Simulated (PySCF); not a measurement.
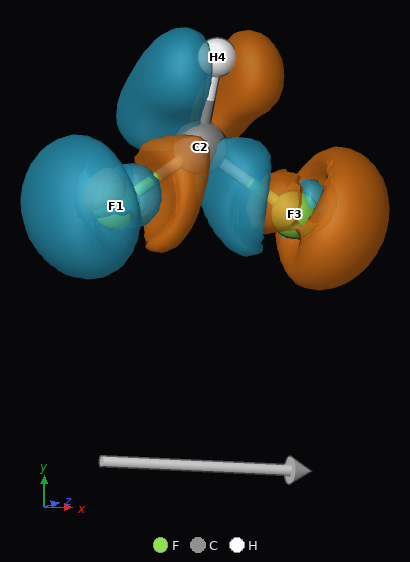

Figure. CHF$_{2}$, doublet, SMILES `F[CH]F`. Change of the electron density in a uniform field of 0.10 V/Å along +x (arrow), surfaces at ±0.0008 e/Å³ (light blue: gain, orange: loss).

Computed with PySCF, PBE0/aug-cc-pVDZ, geometry: GFN2-xTB. No frequency check shows the geometry to be a minimum. The stability of the open-shell solution wasn't checked. GFN2-xTB doesn't know the spin state, so this open-shell geometry is rough.

> How large is the response?

The induced dipole is 0.09 D (along the field); α along this axis, from the fields in both directions, is 18 bohr³ (2.7 Å³).

> Which atoms gain and lose the most charge?

Electrons gather most on F1 (Hirshfeld charge changes by −0.004 e) and leave F3 most (+0.004 e); 0.010 electrons are displaced in all.

Cost of the run: 15 s on 1 thread of Intel(R) Xeon(R) Platinum 8259CL CPU @ 2.50GHz (Skylake/Cascade Lake) (shared host), peak memory 0.3 GiB.
